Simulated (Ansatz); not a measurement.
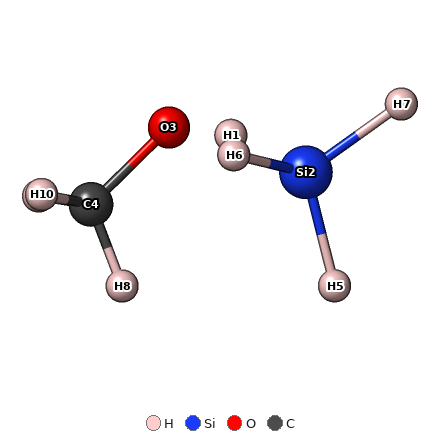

The system is the reacting system CH7OSi (fragments H₄Si + CH₃O where the first distance is long, CH₄O + H₃Si where the second is long), spin multiplicity 2; the picture shows the reference structure. 
- Coordinates scanned: (1) distance H1–O3 (bond that forms); (2) distance H1–Si2 (bond that breaks).
- Relaxed at each point: all other coordinates.
- The scan uses an 8 × 8 grid.
- Points are written as (first, second).
- Energies are in eV, from the lowest grid point.
- In part of the range the unrestricted reference is strongly spin-contaminated.
- Method: Ansatz, UKS BHLYP-D4/def2-SVP.

Its coordinates:

```tsv
atom	x (Å)	y (Å)	z (Å)
H	-0.1786	0.0083	-0.7985
Si	1.2131	1.2557	-0.6853
O	-1.0694	-0.8841	-0.6238
C	-1.1164	-1.1732	0.7293
H	2.3528	0.5618	-0.0465
H	0.7268	2.3756	0.1502
H	1.5443	1.7004	-2.0560
H	-0.1789	-1.5907	1.1222
H	-1.8904	-1.9389	0.8560
H	-1.4032	-0.3146	1.3524
```

Range: distance H1–O3 (bond that forms) from 0.873 to 2.073 Å; distance H1–Si2 (bond that breaks) from 1.278 to 3.078 Å.

Q: What will the energy surface look like?

A: The lowest grid point is at (0.978 Å, 3.078 Å). It lies in a valley that leaves the map towards separated partners. The highest grid point, (2.073 Å, 3.078 Å), lies 4.13 eV above the lowest. On the interpolated surface the lowest path from the side where the first distance is long, about (2.07 Å, 1.48 Å), to the side where the second distance is long, (0.978 Å, 3.078 Å), has its top at (1.289 Å, 1.654 Å), about 0.4 eV above the start and 0.97 eV above the end.

```csv
"second ↓, first →",0.873,0.978,1.124,1.289,1.469,1.661,1.863,2.073
3.078,0.21,0.00,0.66,1.64,2.74,3.53,3.93,4.13
2.763,0.24,0.03,0.64,1.59,2.61,3.30,3.66,3.83
2.460,0.31,0.08,0.62,1.49,2.36,2.90,3.16,3.28
2.172,0.45,0.23,0.61,1.32,1.94,2.26,2.38,2.41
1.902,0.76,0.44,0.64,1.09,1.39,1.49,1.49,1.48
1.654,1.39,0.90,0.84,0.94,0.95,0.88,0.81,0.77
1.436,2.51,1.83,1.46,1.20,0.97,0.77,0.64,0.57
1.278,3.99,3.17,2.55,2.04,1.63,1.34,1.17,1.08
```

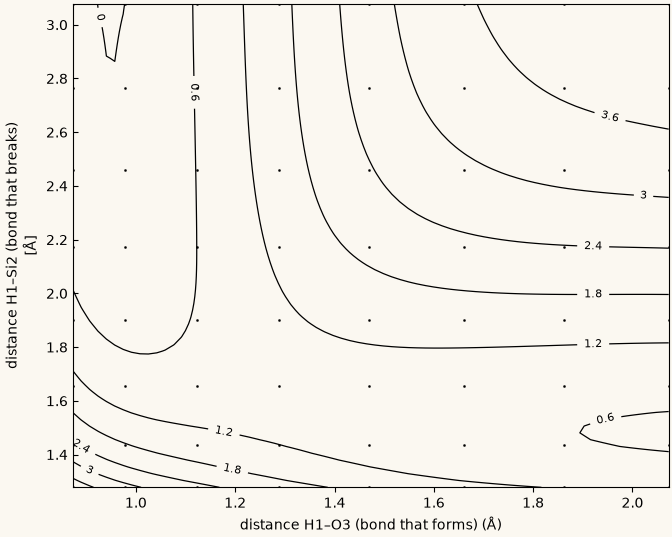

In the figure: contour lines labelled in eV, dots at the grid points. Between grid points the surface is interpolated.

Each point was launched as `ansatz run input.yaml --threads 1 --pin off --max-ram 2560MiB --backend cpu --events-out ev --progress --plain --runs-dir out`. The whole map (64 points run) took 38 min on 1 thread of Arm Neoverse V2, on a shared host.
